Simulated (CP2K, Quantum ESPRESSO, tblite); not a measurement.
**Codes compared on random hcp alloy of Hf and Sc (64 atoms)**

Wanted: errors and costs of other methods on random hcp alloy of Hf and Sc (64 atoms). A plane-wave run serves as the reference.

Program: Quantum ESPRESSO 7.5. Level of theory: Kohn-Sham DFT, PBE, SSSP efficiency 1.3.0 pseudopotentials, plane waves. Results are calculated unless marked as measured.

## (1) The starting structure

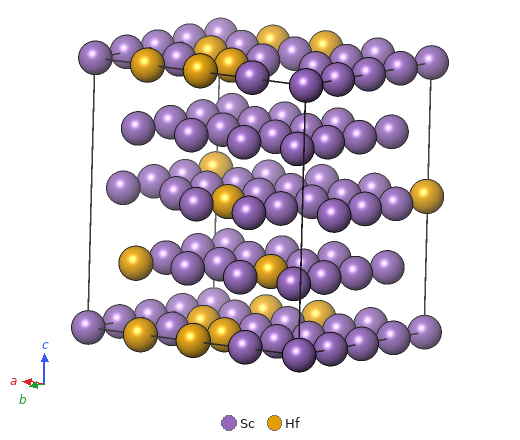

The cell as given, from a free direction (scandium purple, hafnium orange). Some periodic images of atoms are drawn too.

The cell holds 64 atoms: 56 Sc and 8 Hf. Cell: a = 13.179 Å, b = 13.179 Å, c = 10.491 Å, α = 90.0°, β = 90.0°, γ = 120.0°. It derives from Sc. Hcp Hf, 4 x 4 x 2 conventional cells, 56 of 64 Hf sites given to Sc at random (x = 0.875), lattice by Vegard's rule (a = 3.295 Å, c = 5.245 Å); not relaxed, displaced by a Gaussian of 0.02 Å. Then every atom was moved at random, 0.02 Å r.m.s. a Cartesian component.

## (2) Plane-wave reference

pw.in

```
&control
  calculation = 'scf'
  pseudo_dir = './pseudo'
  outdir = './tmp'
  disk_io = 'none'
  tprnfor = .true.
  tstress = .true.
/
&system
  ibrav = 0
  nat = 64
  ntyp = 2
  ecutwfc = 60
  ecutrho = 480
  nosym = .true.
  occupations = 'smearing'
  smearing = 'fd'
  degauss = 0.003675
/
&electrons
  conv_thr = 3.2e-07
  electron_maxstep = 100
  mixing_beta = 0.2
  mixing_mode = 'local-TF'
  diagonalization = 'david'
/
ATOMIC_SPECIES
Sc 44.956 Sc.upf
Hf 178.490 Hf.upf
CELL_PARAMETERS angstrom
13.17920 0.00000 0.00000
-6.58960 11.41352 0.00000
0.00000 0.00000 10.49060
ATOMIC_POSITIONS crystal
Sc 0.99801 0.99929 0.00053
Sc 0.08378 0.16584 0.24624
Hf 0.00295 0.00353 0.50374
Sc 0.08203 0.16390 0.74893
Sc 0.99759 0.24825 0.00057
Sc 0.08465 0.41646 0.24626
Sc 0.00099 0.24986 0.49742
Sc 0.08442 0.41379 0.75001
Sc 0.99831 0.50050 0.99963
Sc 0.08540 0.66680 0.25100
Sc 0.99990 0.49977 0.49989
Sc 0.08570 0.66671 0.75288
[... 48 atom lines left out ...]
Sc 0.74861 0.74850 0.99926
Hf 0.83238 0.91202 0.24828
Sc 0.74521 0.74937 0.50241
Sc 0.83633 0.91589 0.74826
K_POINTS gamma
```

On the command line:

```bash
OMP_NUM_THREADS=1 mpirun -np 4 pw.x -in pw.in > output.txt
```

Numbers of over 12 decimals in the logs are rounded to 6 here.

The log of the run:

```text
Program PWSCF
     gamma-point specific algorithms are used
     one sub-group per band group will be used
     scalapack distributed-memory algorithm (size of sub-group:  2*  2 procs)
     Parallelization info
     sticks:   dense  smooth     PW     G-vecs:    dense   smooth      PW
     Min        5126    2569    640               472658   167213   20908
     Max        5128    2570    642               472664   167218   20910
     Sum       20509   10279   2563              1890643   668863   83635
     bravais-lattice index     =            0
     lattice parameter (alat)  =      24.9051  a.u.
     unit-cell volume          =   10648.9204 (a.u.)^3
     number of atoms/cell      =           64
     number of atomic types    =            2
[... lines left out ...]
     scf convergence threshold =      3.2E-07
[... lines left out ...]
     number of k points=     1  Fermi-Dirac smearing, width (Ry)=  0.0037
[... lines left out ...]
     total energy              =   -6047.22333420 Ry
[... lines left out ...]
     total energy              =   -6046.98168308 Ry
[... lines left out ...]
     total energy              =   -6046.98018233 Ry
[... lines left out ...]
     c_bands:  2 eigenvalues not converged
[... lines left out ...]
     total energy              =   -6047.00772431 Ry
[... lines left out ...]
     total energy              =   -6047.00772417 Ry
[... lines left out ...]
          k = 0.0000 0.0000 0.0000 ( 41818 PWs)   bands (ev):
   -52.2780 -52.2500 -52.2260 -52.2143 -52.1988 -52.1968 -52.1587 -52.1328
   -39.6266 -39.6081 -39.6058 -39.6021 -39.5972 -39.5896 -39.5887 -39.5859
   -39.5849 -39.5806 -39.5775 -39.5762 -39.5707 -39.5698 -39.5679 -39.5661
[...]
10.9980  11.0067  11.0184  11.0218  11.0297  11.0396  11.0429  11.0638
    11.0914  11.0950  11.1044  11.1083  11.1140  11.1214  11.1447  11.1686
    11.1843  11.1909  11.2170
     the Fermi energy is     9.9298 ev
!    total energy              =   -6047.00772424 Ry
     estimated scf accuracy    <       0.00000008 Ry
     smearing contrib. (-TS)   =      -0.07600427 Ry
     internal energy E=F+TS    =   -6046.93171998 Ry
     The total energy is F=E-TS. E is the sum of the following terms:
     one-electron contribution =   -2217.78434662 Ry
     hartree contribution      =    1221.15276427 Ry
     xc contribution           =    -891.92914403 Ry
     ewald contribution        =   -4158.37099359 Ry
     convergence has been achieved in  20 iterations
     Forces acting on atoms (cartesian axes, Ry/au):
     atom    1 type  1   force =    -0.00330120   -0.00314998    0.00426930
     atom    2 type  1   force =    -0.00207840   -0.01410823    0.01103222
     atom    3 type  2   force =    -0.00423479   -0.01324553   -0.01728222
[...]
atom   63 type  1   force =     0.00534601    0.01046835   -0.01233122
     atom   64 type  1   force =    -0.00859389    0.00763882    0.00149665
     Total force =     0.105529     Total SCF correction =     0.000452
     Computing stress (Cartesian axis) and pressure
          total   stress  (Ry/bohr**3)                   (kbar)     P=       -3.98
  -0.00003963   0.00000486  -0.00000234           -5.83        0.72       -0.34
   0.00000486  -0.00003050  -0.00000018            0.72       -4.49       -0.03
  -0.00000234  -0.00000018  -0.00001099           -0.34       -0.03       -1.62
     Message from routine punch:
     Nothing written, as per user request (disk_io='none')
```

Elapsed: 7.1 min, on 4 MPI ranks of Arm Neoverse V2, shared host; peak memory 3 GiB.

Banners, paths, timers and routine set-up lines are dropped from the logs unmarked, and long logs keep their key lines alone; longer cuts are marked.

Numbers from this run:

- r.m.s. force component: 0.1958 eV/Å
- longest force: 0.6377 eV/Å
- pressure: -0.398 GPa

## (3) The other programs

The programs:
- CP2K 2026.2: Gaussian basis with GTH pseudopotentials and a plane-wave density; labels give functional, basis (MOLOPT sets; SR short-range, UZH the newer set with its own potentials), grid cutoff/relative cutoff and solver (OT: orbital transformation; TRS4, TC2, SIGN: linear-scaling purification with its sparsity filter), or its built-in tight binding.

All use the same cell and atoms; the electronic-structure runs use the same k-mesh, and an electronic temperature of 580 K (0.05 eV) where levels are smeared.

Differences are against the plane-wave reference, forces as r.m.s. over components; share is that over the reference's r.m.s. force, slope the least-squares factor from reference forces to these. Total energies of different programs have different zeros and aren't compared.

| run | Δ force, r.m.s. (meV/Å) | share (%) | slope | Δ pressure (GPa) | cores | CPU time | memory (GiB) |
| --- | --- | --- | --- | --- | --- | --- | --- |
| reference | - | - | - | - | 4 | 28 min | 3.0 |
| CP2K PBE, DZVP-UZH, 280/50 Ry, diagonalisation (coarse) | 23.0 | 11.7 | 0.983 | 0.0566 | 4 | 18 min | 4.5 |
| CP2K PBE, DZVP-UZH, 560/50 Ry, diagonalisation (coarse) | 6.22 | 3.18 | 0.981 | 0.0724 | 4 | 23 min | 7.5 |
| CP2K PBE, DZVP-UZH, 800/30 Ry, diagonalisation (coarse) | 7.81 | 3.99 | 0.987 | 0.0859 | 4 | 17 min | 10 |
| CP2K PBE, DZVP-UZH, 800/50 Ry, diagonalisation | 5.63 | 2.87 | 0.981 | 0.0723 | 4 | 21 min | 10 |
| CP2K PBE, SZV-MOLOPT-SR, 800/50 Ry, diagonalisation (coarse) | 161 | 82.0 | 0.692 | -3.78 | 2 | 11 min | 7.2 |

Rows marked coarse were listed beforehand as settings not expected to be converged; some can still land near the reference.

CPU time is summed over cores on a shared host, where runs went side by side, so it is rough. Symmetry, cutoffs, thresholds, outputs and thread counts weren't matched or tuned between programs; memory under MPI is the largest rank's times the ranks.

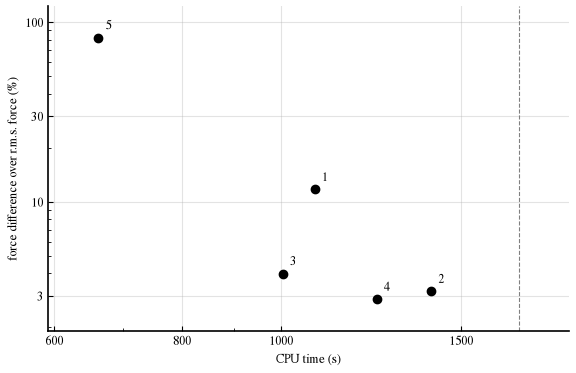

Force difference against CPU time; the dashed line marks the reference's time. Points: 1 CP2K PBE, DZVP-UZH, 280/50 Ry, diagonalisation; 2 CP2K PBE, DZVP-UZH, 560/50 Ry, diagonalisation; 3 CP2K PBE, DZVP-UZH, 800/30 Ry, diagonalisation; 4 CP2K PBE, DZVP-UZH, 800/50 Ry, diagonalisation; 5 CP2K PBE, SZV-MOLOPT-SR, 800/50 Ry, diagonalisation.

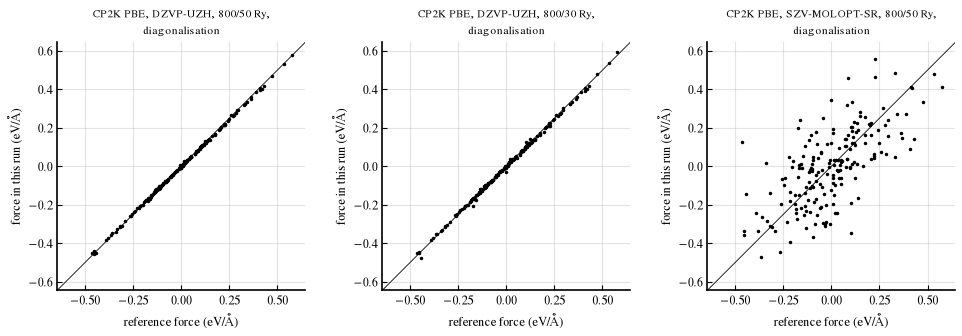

Force components against those of the reference; the line marks equality.

Runs without a result: tblite GFN1-xTB (not converged).

Mean charges by element (e), by run and scheme:

| run | scheme | Sc | Hf |
| --- | --- | --- | --- |
| CP2K PBE, DZVP-UZH, 560/50 Ry, diagonalisation | Mulliken | 0.00 | -0.03 |
| CP2K PBE, DZVP-UZH, 560/50 Ry, diagonalisation | Hirshfeld | -0.01 | +0.04 |
| CP2K PBE, DZVP-UZH, 800/50 Ry, diagonalisation | Mulliken | 0.00 | -0.03 |
| CP2K PBE, DZVP-UZH, 800/50 Ry, diagonalisation | Hirshfeld | -0.01 | +0.04 |

Within one program, basis, potentials and functional, energies share a zero. Each run against its twin at the usual cutoff or grid and solver:

| run | twin | Δ energy (meV/atom) | Δ force, r.m.s. (meV/Å) | CPU time over the twin's |
| --- | --- | --- | --- | --- |
| CP2K PBE, DZVP-UZH, 280/50 Ry, diagonalisation | DZVP-UZH, 800/50 Ry, diagonalisation | 1.03 | 22.2 | 0.87 |
| CP2K PBE, DZVP-UZH, 560/50 Ry, diagonalisation | DZVP-UZH, 800/50 Ry, diagonalisation | -0.0131 | 2.64 | 1.1 |
| CP2K PBE, DZVP-UZH, 800/30 Ry, diagonalisation | DZVP-UZH, 800/50 Ry, diagonalisation | -0.266 | 5.17 | 0.81 |

## (4) What came out

```json
{
  "reference r.m.s. force component": "0.196 eV/Å",
  "nearest in forces": "CP2K PBE, DZVP-UZH, 800/50 Ry, diagonalisation, 2.9 %",
  "farthest in forces": "CP2K PBE, SZV-MOLOPT-SR, 800/50 Ry, diagonalisation (coarse), 82 %",
  "cheapest electronic-structure run beside the reference": "CP2K PBE, SZV-MOLOPT-SR, 800/50 Ry, diagonalisation, 11 min of CPU time"
}
```

In words: The PBE run in local orbitals, coarse settings apart, differs by 2.9 % (CP2K PBE, DZVP-UZH, 800/50 Ry, diagonalisation); basis, grid and potentials can all enter. Runs with settings chosen to be coarse differ by 3.2 % (CP2K PBE, DZVP-UZH, 560/50 Ry, diagonalisation) to 82 % (CP2K PBE, SZV-MOLOPT-SR, 800/50 Ry, diagonalisation), their programs' other errors included. One electronic-structure run takes under half the reference's CPU time: CP2K PBE, SZV-MOLOPT-SR, 800/50 Ry, diagonalisation, at 82 % in 11 min against 28 min, too far off to be of use; its pressure misses by -3.8 GPa. In pressure, CP2K PBE, SZV-MOLOPT-SR, 800/50 Ry, diagonalisation misses by -3.8 GPa, at the same functional. Charges hang on scheme and program or settings: among these rows the mean for Hf runs from -0.03 to +0.04 e. In the reference: levels near the Fermi energy are neither full nor empty under the smearing, so no gap is quoted. The reference's pressure holds the uncorrected Pulay stress of its 60 Ry basis, so small pressure differences, and their order, may be the reference's own error. The host structure and its lattice constant were typed by rule, without a check against the phase diagram. The electronic-structure runs sample only Γ, in a cell whose shortest periodic width is 10 Å, which is coarse for a cell with partly filled levels. Spin–orbit coupling is left out, which matters for the levels of the heavy elements.

[Also dropped from logs without a mark: logging warnings of Python, and SIESTA's first energy breakdown and zero terms.]

[Logs are printed without paths, hosts, clocks, repeated set-up lines and the standing remarks that a program may print on its own settings, such as how far it seeks lower states.]

[Hosts, paths, dates, database ids (printed as entryN), source tags and the programs' standing remarks are cut or masked in the printed files.]
